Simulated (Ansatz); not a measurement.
All values below come from PBE (plane waves to 420 eV, PAW; Ansatz, a program for electronic structure).

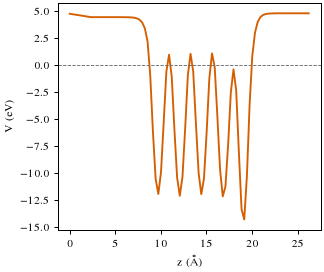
Electrostatic potential energy of an electron, averaged over planes parallel to the surface, in eV from the Fermi level, for Si on the 1x1 (111) surface of fcc Ag, one in a 1x1 cell, started at the site 'hollow Ag-Ag-Ag over Ag at depth 2.4 Å'

Set-up: 5 atoms, 7.1 Å thick at the start under the adsorbate (thin: gaps and levels are the slab's own); mesh 12x12x1; 0.1 eV smearing; dipole correction on; 2 atoms held, the rest relaxed; start symmetry kept, larger cells not searched; spin-polarised, no spin-orbit, no U, no dispersion correction. The starting moment vanished. At the end it is bonded to 3 Ag. In PBE it is, or lies within 0.03 eV of, the lowest of the starts that converged.

The vacuum level lies 4.76 eV above the Fermi level over the top face and 4.40 eV above it under the bottom face.
